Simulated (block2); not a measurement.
# SnTe (SMILES [Sn][Te]): DMRG/STO-3G

Aim: the vertical electron affinity of SnTe at DMRG/STO-3G, from 2 runs. Input form: a Python script.

The calculation is run with block2 0.5.4.

3 further runs of the same task are left out: 3 set aside as unsound or not needed. Runs told in other sessions of the task aren't counted.

**1. Starting point**

SnTe: 2 atoms, total charge 0, spin state singlet. As SMILES, `[Sn][Te]`. The shape is that of a PBE0-D4/def2-TZVP optimisation.

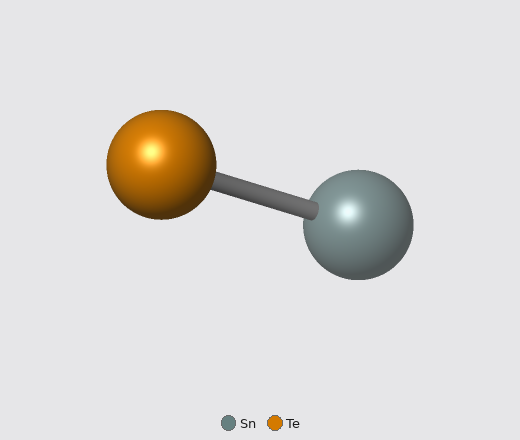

Viewed from a chosen angle; tin teal, tellurium orange.

**2. A single-point energy at DMRG/STO-3G**

job.py

```python
import numpy as np
from pyscf import cc, dft, gto, lo, mcscf, mp, scf
from pyblock2._pyscf.ao2mo import integrals as itg
from pyblock2.driver.core import DMRGDriver, SymmetryTypes

mol = gto.M(atom="""
Sn
Te 1 2.51789
""", basis="sto-3g", spin=0, verbose=3)
print("basis functions = %d" % (mol.nao))
mf = scf.RHF(mol)
mf.conv_tol = 1e-10
mf.max_cycle = 200
mf.kernel()
if not mf.converged:
    mf = mf.newton().run(mf.mo_coeff, mf.mo_occ)
print(f"reference energy = {mf.e_tot:.10f}")
# MP2, CCSD and CCSD(T) with the same frozen core
ref = mf
pt = mp.MP2(ref, frozen=36).run()
mycc = cc.CCSD(ref, frozen=36)
mycc.max_cycle = 150
mycc.kernel()
print("MP2 total energy = %.10f" % (pt.e_tot))
if mycc.converged:
    print(f"E(CCSD) = {mycc.e_tot:.10f}")
    print(f"E(CCSD(T)) = {mycc.e_tot + mycc.ccsd_t():.10f}")
    print("T1 diagnostic = %.4f" % (mycc.get_t1_diagnostic()))
# a few density functionals on the same geometry and basis
ks = dft.RKS(mol, xc="b3lyp").set(conv_tol=1e-9, verbose=3).run()
if ks.converged:
    print(f"E(B3LYP) = {ks.e_tot:.8f}")
ks = dft.RKS(mol, xc="tpssh").set(conv_tol=1e-9, verbose=3).run()
if ks.converged:
    print("E(TPSSh) = %.8f" % (ks.e_tot))
ks = dft.RKS(mol, xc="lda,vwn5").set(conv_tol=1e-9, verbose=3).run()
if ks.converged:
    print(f"E(SVWN5) = {ks.e_tot:.8f}")
# localise doubly occupied and virtual orbitals apart
mo = mf.mo_coeff.copy()
for a, b in ((36, 51), (51, 54)):
    if b - a > 1:
        mo[:, a:b] = lo.PM(mol, mo[:, a:b]).kernel()
mf.mo_coeff = mo
ncas, n_elec, spin, ecore, h1e, g2e, orb_sym = itg.get_rhf_integrals(mf, ncore=36, ncas=18, pg_symm=False, g2e_symm=1)
drv = DMRGDriver(scratch="./tmp", symm_type=SymmetryTypes.SU2, stack_mem=1500 << 20, n_threads=1)
# order the orbitals along the chain
idx = drv.orbital_reordering(h1e, g2e, method="fiedler")
print("orbital order:", idx.tolist())
h1e = h1e[np.ix_(idx, idx)]
g2e = g2e[np.ix_(idx, idx, idx, idx)]
orb_sym = np.array(orb_sym)[idx]
drv.initialize_system(n_sites=ncas, n_elec=n_elec, spin=spin, orb_sym=orb_sym)
mpo = drv.get_qc_mpo(h1e=h1e, g2e=g2e, ecore=ecore, iprint=0)
occs = np.array([1.7] * 15 + [0.3] * 3)[idx]
mps = drv.get_random_mps(tag="GS", bond_dim=300, nroots=1, occs=occs)
bond_dims = [300] * 3 + [400] * 2
noises = [0.0001] * 3 + [1e-05] * 2 + [0]
thrds = [1e-07] * 5
e = drv.dmrg(mpo, mps, n_sweeps=11, tol=1e-06, bond_dims=bond_dims, noises=noises, thrds=thrds, iprint=1)
ms, dws, es = drv.get_dmrg_results()
print("max discarded weight = %.3e" % (dws[-1]))
print("final energy = %.10f" % (e))
dm1 = drv.get_1pdm(mps)
print("natural occupations =", np.round(np.linalg.eigvalsh(dm1)[::-1], 5).tolist())
c_act = mf.mo_coeff[:, 36:54][:, idx]
dm_ao = c_act @ dm1 @ c_act.T + 2 * mf.mo_coeff[:, :36] @ mf.mo_coeff[:, :36].T
print("dipole / D =", np.round(scf.hf.dip_moment(mol, dm_ao, verbose=0), 4).tolist())
print(f"largest bipartite entropy = {max(drv.get_bipartite_entanglement(mps)):.4f}")
# exact diagonalisation in the same space
ci = mcscf.CASCI(mf, 18, (15, 15))
ci.fix_spin_(ss=0)
ci.fcisolver.conv_tol = 1e-10
ci.fcisolver.max_cycle = 200
ci.kernel()
print(f"E(FCI) = {ci.e_tot:.10f}")
```

Launch:

```bash
$ python job.py
```

What it wrote:

```text
basis functions = 54
converged SCF energy = -12510.4560388419
reference energy = -12510.4560388419
E(RMP2) = -12510.5145395601  E_corr = -0.0585007181920605
E(SCS-RMP2) = -12510.5148253563  E_corr = -0.058786514433352
E(CCSD) = -12510.52136791529  E_corr = -0.06532907340768013
MP2 total energy = -12510.5145395601
E(CCSD) = -12510.5213679153
CCSD(T) correction = -0.00731539677846127
E(CCSD(T)) = -12510.5286833121
T1 diagnostic = 0.0228
converged SCF energy = -12514.5811191663
E(B3LYP) = -12514.58111917
converged SCF energy = -12514.2160293699
E(TPSSh) = -12514.21602937
converged SCF energy = -12502.8713110566
E(SVWN5) = -12502.87131106

WARN: Initial orbitals are close to convergence. Adding a small perturbation.

orbital order: [8, 5, 9, 6, 7, 11, 15, 16, 17, 10, 14, 13, 12, 0, 4, 2, 1, 3]

Sweep =    0 | Direction =  forward | Bond dimension =  300 | Noise =  1.00e-04 | Dav threshold =  1.00e-07
Time elapsed =     28.303 | E =  -12510.5291526093 | DW = 7.93221e-11

Sweep =    1 | Direction = backward | Bond dimension =  300 | Noise =  1.00e-04 | Dav threshold =  1.00e-07
Time elapsed =     61.340 | E =  -12510.5294659731 | DE = -3.13e-04 | DW = 6.69793e-11

Sweep =    2 | Direction =  forward | Bond dimension =  300 | Noise =  1.00e-04 | Dav threshold =  1.00e-07
Time elapsed =     89.669 | E =  -12510.5294807483 | DE = -1.48e-05 | DW = 3.20363e-10

Sweep =    3 | Direction = backward | Bond dimension =  400 | Noise =  1.00e-05 | Dav threshold =  1.00e-07
Time elapsed =    124.373 | E =  -12510.5294807483 | DE = 2.54e-11 | DW = 7.97330e-13

Sweep =    4 | Direction =  forward | Bond dimension =  400 | Noise =  1.00e-05 | Dav threshold =  1.00e-07
Time elapsed =    165.367 | E =  -12510.5294807483 | DE = -1.22e-12 | DW = 6.78170e-13

Sweep =    5 | Direction = backward | Bond dimension =  400 | Noise =  0.00e+00 | Dav threshold =  1.00e-07
Time elapsed =    191.866 | E =  -12510.5294807483 | DE = 3.87e-12 | DW = 1.11106e-19

max discarded weight = 1.111e-19
final energy = -12510.5294807483
natural occupations = [2.0, 2.0, 2.0, 2.0, 1.99999, 1.99994, 1.99994, 1.99992, 1.99992, 1.9999, 1.99797, 1.97619, 1.94198, 1.92249, 1.92249, 0.10288, 0.10288, 0.03352]
dipole / D = [-2.6681, -0.0, 0.0]
largest bipartite entropy = 0.5964
CASCI E = -12510.5294807909  E(CI) = -211.196434396499  S^2 = 0.0000000
E(FCI) = -12510.5294807909
```

It took 4.5 min on 1 thread of Arm Neoverse V2, shared host; peak memory 1.9 GiB.

**3. The doublet anion: the energy at DMRG/STO-3G**

job.py

```python
import numpy as np
from pyscf import cc, dft, gto, mcscf, mp, scf
from pyblock2._pyscf.ao2mo import integrals as itg
from pyblock2.driver.core import DMRGDriver, SymmetryTypes

mol = gto.M(atom="""
Sn
Te 1 2.51789
""", basis="sto-3g", charge=-1, spin=1, verbose=4)
print("basis functions: %d" % (mol.nao))
mf = scf.ROHF(mol)
mf.conv_tol = 1e-10
mf.max_cycle = 200
mf.kernel()
if not mf.converged:
    mf = mf.newton().run(mf.mo_coeff, mf.mo_occ)
print(f"reference energy: {mf.e_tot:.10f}")
# MP2, CCSD and CCSD(T) with the same frozen core
ref = scf.UHF(mol).run(mf.make_rdm1(), conv_tol=1e-10)
pt = mp.MP2(ref, frozen=36).run()
mycc = cc.CCSD(ref, frozen=36)
mycc.max_cycle = 150
mycc.kernel()
print("E(MP2): %.10f" % (pt.e_tot))
if mycc.converged:
    print("CCSD total energy: %.10f" % (mycc.e_tot))
    print("CCSD(T) total energy: %.10f" % (mycc.e_tot + mycc.ccsd_t()))
# a few density functionals on the same geometry and basis
ks = dft.UKS(mol, xc="b3lyp").set(conv_tol=1e-9, verbose=3).run(mf.make_rdm1())
if ks.converged:
    print("E(B3LYP): %.8f" % (ks.e_tot))
ks = dft.UKS(mol, xc="tpssh").set(conv_tol=1e-9, verbose=3).run(mf.make_rdm1())
if ks.converged:
    print("E(TPSSh): %.8f" % (ks.e_tot))
ks = dft.UKS(mol, xc="lda,vwn5").set(conv_tol=1e-9, verbose=3).run(mf.make_rdm1())
if ks.converged:
    print("E(SVWN5): %.8f" % (ks.e_tot))
# natural orbitals of MP2 give a compact matrix product state
occ_no, mo = mcscf.addons.make_natural_orbitals(mp.MP2(mf.to_uhf(), frozen=36).run())
mf.mo_coeff = mo
ncas, n_elec, spin, ecore, h1e, g2e, orb_sym = itg.get_rhf_integrals(mf, ncore=36, ncas=18, pg_symm=False, g2e_symm=1)
driver = DMRGDriver(scratch="./tmp", symm_type=SymmetryTypes.SU2, stack_mem=1500 << 20, n_threads=1)
# orbital ordering
idx = driver.orbital_reordering(h1e, g2e, method="gaopt")
print("orbital order:", idx.tolist())
h1e = h1e[np.ix_(idx, idx)]
g2e = g2e[np.ix_(idx, idx, idx, idx)]
orb_sym = np.array(orb_sym)[idx]
driver.initialize_system(n_sites=ncas, n_elec=n_elec, spin=spin, orb_sym=orb_sym)
mpo = driver.get_qc_mpo(h1e=h1e, g2e=g2e, ecore=ecore, iprint=1)
occs = np.array([1.9] * 15 + [1.0] * 1 + [0.1] * 2)[idx]
ket = driver.get_random_mps(tag="GS", bond_dim=100, nroots=1, occs=occs)
bond_dims = [100] * 4 + [200] * 2 + [300] * 4 + [400] * 2
noises = [0.001] * 4 + [0.0001] * 2 + [0.0001] * 4 + [1e-05] * 2 + [0]
thrds = [1e-08] * 12
e = driver.dmrg(mpo, ket, n_sweeps=18, tol=1e-07, bond_dims=bond_dims, noises=noises, thrds=thrds, iprint=1)
ms, dws, es = driver.get_dmrg_results()
print("DW: %.3e" % (dws[-1]))
print(f"total energy: {e:.10f}")
dm1 = driver.get_1pdm(ket)
print("NOONs:", np.round(np.linalg.eigvalsh(dm1)[::-1], 5).tolist())
c_act = mf.mo_coeff[:, 36:54][:, idx]
dm_ao = c_act @ dm1 @ c_act.T + 2 * mf.mo_coeff[:, :36] @ mf.mo_coeff[:, :36].T
print("dipole / D:", np.round(scf.hf.dip_moment(mol, dm_ao, verbose=0), 4).tolist())
print(f"max block entropy: {max(driver.get_bipartite_entanglement(ket)):.4f}")
csf, coef = driver.get_csf_coefficients(ket, cutoff=0.05, iprint=1)
print("leading coefficient squared: %.4f" % (np.max(np.abs(coef)) ** 2))
# exact diagonalisation in the same space
ci = mcscf.CASCI(mf, 18, (16, 15))
ci.fix_spin_(ss=0.75)
ci.fcisolver.conv_tol = 1e-10
ci.fcisolver.max_cycle = 200
ci.kernel()
print("FCI energy: %.10f" % (ci.e_tot))
```

Launch:

```bash
$ python job.py
```

What it wrote:

```text
[INPUT] verbose = 4
[INPUT] num. atoms = 2
[INPUT] num. electrons = 103
[INPUT] charge = -1
[INPUT] spin (= nelec alpha-beta = 2S) = 1
[INPUT] symmetry False subgroup None
[INPUT] Mole.unit = angstrom
[INPUT] Symbol           X                Y                Z      unit          X                Y                Z       unit  Magmom
[INPUT]  1 Sn     0.000000000000   0.000000000000   0.000000000000 AA    0.000000000000   0.000000000000   0.000000000000 Bohr   0.0
[INPUT]  2 Te     2.517890000000   0.000000000000   0.000000000000 AA    4.758122511781   0.000000000000   0.000000000000 Bohr   0.0

nuclear repulsion = 546.434017527374
number of shells = 22
number of NR pGTOs = 162
number of NR cGTOs = 54
basis = sto-3g
ecp = {}
CPU time:         0.44
basis functions: 54

******** <class 'pyscf.scf.rohf.ROHF'> ********
method = ROHF
initial guess = minao
damping factor = 0
level_shift factor = 0
DIIS = <class 'pyscf.scf.diis.CDIIS'>
diis_start_cycle = 1
diis_space = 8
diis_damp = 0
SCF conv_tol = 1e-10
SCF conv_tol_grad = None
SCF max_cycles = 200
direct_scf = True
direct_scf_tol = 1e-13
chkfile to save SCF result = tmpt7s0gyo8
max_memory 1800 MB (current use 109 MB)
num. doubly occ = 51  num. singly occ = 1
Set gradient conv threshold to 1e-05
init E= -12473.1086333819

WARN: HOMO -0.459846482617311 >= LUMO -0.459846482617393

[... 19 lines left out ...]
converged SCF energy = -12510.3253051778
reference energy: -12510.3253051778
[... 60 lines left out ...]
converged SCF energy = -12510.3264324742  <S^2> = 0.76882229  2S+1 = 2.0187345
[... 22 lines left out ...]
Init t2, MP2 energy = -0.0268067997494609
[... 15 lines left out ...]
UCCSD converged
[... 2 lines left out ...]
CCSD total energy: -12510.3619039628
[... 1 line left out ...]
CCSD(T) total energy: -12510.3642842076
[... 9 lines left out ...]
converged SCF energy = -12514.4634486414  <S^2> = 0.75331091  2S+1 = 2.0033082
[... 10 lines left out ...]
converged SCF energy = -12514.1008754617  <S^2> = 0.75651094  2S+1 = 2.0065004
[... 11 lines left out ...]
WARN: HOMO 0.232426351488607 >= LUMO 0.231759992413383
[... 1 line left out ...]
WARN: HOMO 0.232850789486938 >= LUMO 0.232947156437994
[... 1 line left out ...]
WARN: HOMO 0.229779141724524 >= LUMO 0.223690797098886
[... 1 line left out ...]
SCF not converged.
SCF energy = -12502.752888578 after 50 cycles  <S^2> = 0.75791106  2S+1 = 2.0078955
[... 10 lines left out ...]
integral symmetrize error =  0.0
integral cutoff error =  0.0
[... 53 lines left out ...]
Sweep =    9 | Direction = backward | Bond dimension =  300 | Noise =  1.00e-04 | Dav threshold =  1.00e-08
Time elapsed =    124.263 | E =  -12510.3648826397 | DE = -3.24e-12 | DW = 7.11079e-12

Sweep =   10 | Direction =  forward | Bond dimension =  400 | Noise =  1.00e-05 | Dav threshold =  1.00e-08
Time elapsed =    157.347 | E =  -12510.3648826397 | DE = -2.76e-12 | DW = 1.77525e-14

Sweep =   11 | Direction = backward | Bond dimension =  400 | Noise =  1.00e-05 | Dav threshold =  1.00e-08
Time elapsed =    194.716 | E =  -12510.3648826397 | DE = -2.36e-12 | DW = 7.63097e-14

Sweep =   12 | Direction =  forward | Bond dimension =  400 | Noise =  0.00e+00 | Dav threshold =  1.00e-08
Time elapsed =    216.945 | E =  -12510.3648826397 | DE = 4.83e-12 | DW = 1.01006e-19

DW: 1.010e-19
total energy: -12510.3648826397
NOONs: [2.0, 2.0, 2.0, 2.0, 1.99999, 1.99996, 1.99996, 1.99994, 1.99994, 1.99989, 1.99899, 1.98661, 1.97924, 1.96488, 1.94309, 1.01242, 0.0831, 0.03199]
dipole / D: [-7.9348, -0.0, -0.0]
max block entropy: 0.2989
mps center changed (temporarily)
DTRIE T =      0.003
Number of CSF =         11 (cutoff =      0.05)
Sum of weights of included CSF =    0.982463644424176

CSF          0 22222-022022222222  =    0.960392728567855
CSF          1 22222-022222022222  =   -0.106796067474243
CSF          2 22222-022+22-22222  =    0.100402163454545
CSF          3 22222-+-2+22-22222  =   -0.099637988643525
CSF          4 22222+022-22-22222  =    0.080617535434635
CSF          5 22222-0+-222222222  =   -0.070980268689634
CSF          6 22222-020222222222  =   -0.061626591805735
CSF          7 22222-002222222222  =   -0.060303706796144
CSF          8 222222022-2+-22222  =    0.058209852473322
CSF          9 222222022+2--22222  =    0.056455407568646
CSF         10 22222-202022222222  =   -0.056110326148233
leading coefficient squared: 0.9224

******** <class 'pyscf.mcscf.casci.CASCI'> ********
CAS (16e+15e, 18o), ncore = 36, nvir = 0
natorb = False
canonicalization = True
sorting_mo_energy = False
max_memory 1800 MB (current use 507 MB)
******** <class 'pyscf.fci.addons.SpinPenaltyFCISolver'> ********
max. cycles = 200
conv_tol = 1e-10
davidson only = True
linear dependence = 1e-12
level shift = 0.001
max iter space = 12
max_memory 1800 MB
nroots = 1
pspace_size = 400
spin = None
Density matrix diagonal elements [1.99999931 1.99999915 1.99999651 1.99999052 1.99999018 1.99995902
 1.99995751 1.99994424 1.99992927 1.99986256 1.99889775 1.98577186
 1.97757741 1.96510435 1.93645374 1.01326491 0.08974923 0.03355248]
CASCI converged
CASCI E = -12510.3648826436  E(CI) = -211.057170049904  S^2 = 0.7500000
FCI energy: -12510.3648826436
```

Run time: 4.2 min. Hardware: 1 thread of Arm Neoverse V2, shared host; peak memory 2 GiB.

**4. Outcome**

Level: DMRG/STO-3G, 36 core orbitals frozen.

| quantity | value |
| --- | --- |
| run 1, DMRG/STO-3G: total energy | -12510.52948 Eh |
| run 1, DMRG/STO-3G: dipole moment (of the density that the program reports) | 2.67 D |
| run 1, DMRG/STO-3G: T1 diagnostic of the CCSD step | 0.023 |
| doublet anion: total energy | -12510.36488 Eh |
| vertical electron affinity (to the doublet anion) | -4.479 eV |

The anion lies 4.48 eV (103 kcal/mol) above the neutral: the electron isn't bound at this level, and such a value depends on the basis. Without diffuse functions anions come out too high. In a minimal basis such a difference can be off by several eV, whatever the method. The T1 diagnostic (run 1, DMRG/STO-3G) of 0.023 is above the customary mark for such species, so a single reference may not serve. Relativity is left out (run 1, DMRG/STO-3G) although the molecule holds a heavy atom. Relativity is left out (doublet anion) although the molecule holds a heavy atom.
